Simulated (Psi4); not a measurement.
# GeH3O (SMILES [O][GeH3]) at UM06-2X/def2-TZVP

Aim: the vertical ionisation energy of GeH3O at UM06-2X/def2-TZVP, from 2 runs. 

The results are computed with Psi4 1.11.

1 further run of the same task is left out (it didn't finish).

**1. The system as given**

GeH3O: 5 atoms, total charge 0, spin state doublet. As SMILES, `[O][GeH3]`. The coordinates come from a PBE0-D4/def2-TZVP relaxation.

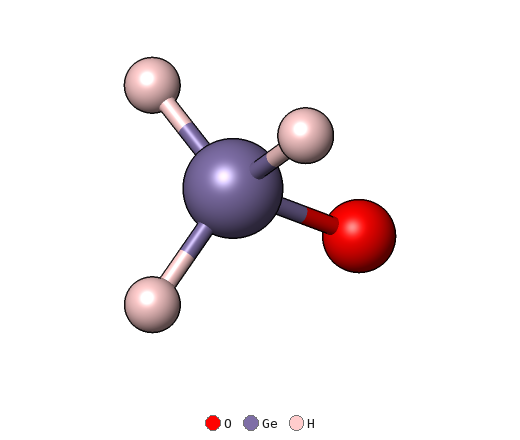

Viewed from a chosen angle; oxygen red, germanium purple, hydrogen pink.

**2. A single-point energy at UM06-2X/def2-TZVP**

Contents of job.py:

```python
import psi4

psi4.set_memory('2200 MB')
psi4.set_num_threads(1)
psi4.core.set_output_file('psi4.out', False)

molecule = psi4.geometry("""
0 2
O     -2.72857555     0.79103936     1.46888412
Ge     0.13662720    -0.10639158    -0.10752542
H     -0.30651358    -0.17234302    -2.97575173
H      1.03556992    -2.67982062     0.89100587
H      1.95718935     2.02843202     0.64515250
units au
symmetry c1
""")

options = {'basis': 'def2-TZVP', 'reference': 'uks', 'puream': True, 'e_convergence': 1e-09, 'd_convergence': 1e-08, 'scf_type': 'pk', 'dft_radial_points': 99, 'dft_spherical_points': 590, 'maxiter': 100}
psi4.set_options(options)

E, wfn = psi4.energy('m06-2x', return_wfn=True)
print(f'total energy {E:.8f} hartree = {E * 27.211386:.5f} eV')
for k, v in sorted(psi4.core.scalar_variables().items()):
    print(f'{k:45s} {v:18.10f}')
```

Command:

```bash
python job.py
```

psi4.out, cut to the lines that bear on the results:

```text
[...]
  Running in c1 symmetry.
[...]
  Nuclear repulsion =  113.909881341768397
[...]
  Multiplicity = 2
[...]
  Nalpha       = 22
  Nbeta        = 21
[...]
    Number of basis functions: 97
[...]
   @UKS iter   1: -2152.48689042364776   -2.38854e+00   3.04954e-02 DIIS/ADIIS
[...]
   @UKS iter  15: -2153.94935092078003   -1.50067e-11   7.04577e-09 DIIS
[...]
   @S^2 Observed:                7.542130554E-01
[...]
    Orbital Energies [Eh]
    ---------------------
    Alpha Occupied:
       1A   -401.041093     2A    -50.551315     3A    -45.075352
       4A    -45.074797     5A    -45.074638     6A    -19.670694
       7A     -6.521087     8A     -4.685967     9A     -4.684124
      10A     -4.683557    11A     -1.428228    12A     -1.423873
      13A     -1.422625    14A     -1.420105    15A     -1.419612
      16A     -1.090773    17A     -0.627362    18A     -0.501746
      19A     -0.456698    20A     -0.455309    21A     -0.406248
      22A     -0.387340
    Alpha Virtual:
      23A      0.034301    24A      0.073981    25A      0.088623
[...]
  @UKS Final Energy: -2153.94935092078003
   => Energetics <=
    Nuclear Repulsion Energy =            113.9098813417683971
    One-Electron Energy =               -3227.0135955918926811
    Two-Electron Energy =                1001.0526588433842790
    DFT Exchange-Correlation Energy =     -41.8982955140403845
    Empirical Dispersion Energy =           0.0000000000000000
    VV10 Nonlocal Energy =                  0.0000000000000000
    Total Energy =                      -2153.9493509207800344
[...]
 Multipole Moments:
 ------------------------------------------------------------------------------------
     Multipole            Electronic (a.u.)      Nuclear  (a.u.)        Total (a.u.)
 ------------------------------------------------------------------------------------
 L = 1.  Multiply by 2.5417464519 to convert [e a0] to [Debye]
 Dipole X            :          1.1995236           -0.5033161            0.6962075
 Dipole Y            :         -0.5005857            0.2688943           -0.2316914
 Dipole Z            :         -0.7410770            0.3491948           -0.3918822
 Magnitude           :                                                    0.8318397
[...]
```

The script printed:

```text
total energy -2153.94935092 hartree = -58611.94721 eV
CURRENT ENERGY                                  -2153.9493509208
CURRENT REFERENCE ENERGY                        -2153.9493509208
DD SOLVATION ENERGY                                 0.0000000000
DFT FUNCTIONAL TOTAL ENERGY                     -2153.9493509208
DFT TOTAL ENERGY                                -2153.9493509208
DFT VV10 ENERGY                                     0.0000000000
DFT XC ENERGY                                     -41.8982955140
GRID ELECTRONS ALPHA                               21.9999999186
GRID ELECTRONS BETA                                20.9999999775
GRID ELECTRONS TOTAL                               42.9999998961
NUCLEAR REPULSION ENERGY                          113.9098813418
ONE-ELECTRON ENERGY                             -3227.0135955919
PCM POLARIZATION ENERGY                             0.0000000000
PE ENERGY                                           0.0000000000
SCF ITERATION ENERGY                            -2153.9493509208
SCF ITERATIONS                                     15.0000000000
SCF TOTAL ENERGY                                -2153.9493509208
TWO-ELECTRON ENERGY                              1001.0526588434
XC GRID RADIAL POINTS                              99.0000000000
XC GRID SPHERICAL POINTS                          590.0000000000
XC GRID TOTAL POINTS                           278565.0000000000
```

Run time: 33 s. Hardware: 1 thread of Intel Xeon 6975P-C (Granite Rapids), shared host; peak memory 1.2 GiB.

**3. The singlet cation: energy and gradient at M06-2X/def2-TZVP**

Contents of input.json:

```json
{
 "schema_name": "qcschema_input",
 "schema_version": 1,
 "molecule": {
  "schema_name": "qcschema_molecule",
  "schema_version": 2,
  "symbols": ["O", "Ge", "H", "H", "H"],
  "geometry": [-2.72857555, 0.79103936, 1.46888412, 0.1366272, -0.10639158, -0.10752542, -0.30651358, -0.17234302, -2.97575173, 1.03556992, -2.67982062, 0.89100587, 1.95718935, 2.02843202, 0.6451525],
  "molecular_charge": 1,
  "molecular_multiplicity": 1,
  "fix_symmetry": "c1",
  "fix_com": true,
  "fix_orientation": true
 },
 "driver": "gradient",
 "model": {
  "method": "m06-2x",
  "basis": "def2-TZVP"
 },
 "keywords": {
  "puream": true,
  "e_convergence": 1e-09,
  "d_convergence": 1e-08,
  "scf_type": "pk",
  "dft_radial_points": 99,
  "dft_spherical_points": 590,
  "scf_properties": ["QUADRUPOLE", "LOWDIN_CHARGES", "WIBERG_LOWDIN_INDICES"]
 }
}
```

Command:

```bash
psi4 --qcschema input.json -n 1 --memory 2200MB
```

stdout, cut to the lines that bear on the results:

```text
[...]
  Running in c1 symmetry.
[...]
  Nuclear repulsion =  113.909881341768397
[...]
  Multiplicity = 1
[...]
  Nalpha       = 21
  Nbeta        = 21
[...]
    Number of basis functions: 97
[...]
   @RKS iter   1: -2152.04751850953426   -1.94916e+00   3.05553e-02 ADIIS/DIIS
[...]
   @RKS iter  17: -2153.47242115192694   -8.18545e-12   9.51629e-09 DIIS
[...]
  @RKS Final Energy: -2153.47242115192694
   => Energetics <=
    Nuclear Repulsion Energy =            113.9098813417683971
    One-Electron Energy =               -3214.6397926941763217
    Two-Electron Energy =                 988.9753747751286710
    DFT Exchange-Correlation Energy =     -41.7178845746476554
    Empirical Dispersion Energy =           0.0000000000000000
    VV10 Nonlocal Energy =                  0.0000000000000000
    Total Energy =                      -2153.4724211519264827
[...]
 Multipole Moments:
 ------------------------------------------------------------------------------------
     Multipole            Electronic (a.u.)      Nuclear  (a.u.)        Total (a.u.)
 ------------------------------------------------------------------------------------
 L = 1.  Multiply by 2.5417464519 to convert [e a0] to [Debye]
 Dipole X            :         15.0716280          -14.7702883            0.3013397
 Dipole Y            :         -1.9764375            2.1000527            0.1236152
 Dipole Z            :         -6.8857972            6.8706662           -0.0151310
 Magnitude           :                                                    0.3260602
 L = 2.  Multiply by 1.3450342976 to convert [e a0^2] to [Debye ang]
 Quadrupole XX       :        -79.0956357           65.1552858          -13.9403499
 Quadrupole XY       :         17.3703859          -16.4847273            0.8856586
[...]
  -Total Gradient:
     Atom            X                  Y                   Z
    ------   -----------------  -----------------  -----------------
       1       -0.009845745977    -0.005549137483    -0.000193362624
       2        0.012026427618     0.035362882457     0.018808657990
       3        0.003749752358    -0.010773237105     0.004042808349
       4       -0.001805109322    -0.000383486598    -0.011977580373
       5       -0.004296516177    -0.018612489814    -0.010592652965
[...]
```

The result, in JSON:

```text
{
 "driver": "gradient",
 "model": {
  "method": "m06-2x",
  "basis": "def2-TZVP"
 },
 "success": true,
 "return_result": [-0.009845745976564929, -0.005549137483221719, -0.00019336262402497306, 0.012026427617652158, 0.03536288245696085, 0.018808657989702486, 0.003749752358189081, -0.01077323710492148, 0.004042808348603849, -0.0018051093216637365, -0.00038348659756790027, -0.011977580372938845, -0.004296516177163659, -0.018612489813880848, -0.01059265296523],
 "properties": {
  "calcinfo_nbasis": 97,
  "calcinfo_nmo": 97,
  "calcinfo_nalpha": 21,
  "calcinfo_nbeta": 21,
  "calcinfo_natom": 5,
  "nuclear_repulsion_energy": 113.9098813417684,
  "return_energy": -2153.472421151927,
  "return_gradient": [-0.009845745976564929, -0.005549137483221719, -0.00019336262402497306, 0.012026427617652158, 0.03536288245696085, 0.018808657989702486, 0.003749752358189081, -0.01077323710492148, 0.004042808348603849, -0.0018051093216637365, -0.00038348659756790027, -0.011977580372938845, -0.004296516177163659, -0.018612489813880848, -0.01059265296523],
  "scf_one_electron_energy": -3214.6397926941763,
  "scf_two_electron_energy": 988.9753747751287,
  "scf_xc_energy": -41.717884574647655,
  "scf_dipole_moment": [0.3013396696830082, 0.12361516693433061, -0.015131004538170956],
  "scf_total_energy": -2153.472421151927,
  "scf_total_gradient": [-0.009845745976564929, -0.005549137483221719, -0.00019336262402497306, 0.012026427617652158, 0.03536288245696085, 0.018808657989702486, 0.003749752358189081, -0.01077323710492148, 0.004042808348603849, -0.0018051093216637365, -0.00038348659756790027, -0.011977580372938845, -0.004296516177163659, -0.018612489813880848, -0.01059265296523],
  "scf_iterations": 17
 }
}
```

Run time: 27 s. Hardware: 1 thread of Intel Xeon 6975P-C (Granite Rapids), shared host; peak memory 1.2 GiB.

**4. Outcome**

At UM06-2X/def2-TZVP:

```
                                          quantity           value
                       doublet GeH3O: total energy  -2153.94935 Eh
                      doublet GeH3O: dipole moment          2.11 D
 doublet GeH3O: HOMO energy (highest over α and β)        -9.99 eV
  doublet GeH3O: LUMO energy (lowest over α and β)        -2.67 eV
                               doublet GeH3O: ⟨S²⟩           0.754
                      singlet cation: total energy  -2153.47242 Eh
                       singlet cation: HOMO energy       -17.59 eV
                       singlet cation: LUMO energy       -13.69 eV
                     singlet cation: HOMO–LUMO gap         3.90 eV
          singlet cation: largest force on an atom      2.150 eV/Å
vertical ionisation energy (to the singlet cation)       12.978 eV
```

What this shows: Removing an electron at fixed nuclei costs 12.98 eV (1252 kJ/mol). Only the singlet of the ionised species was computed; a triplet could lie lower.
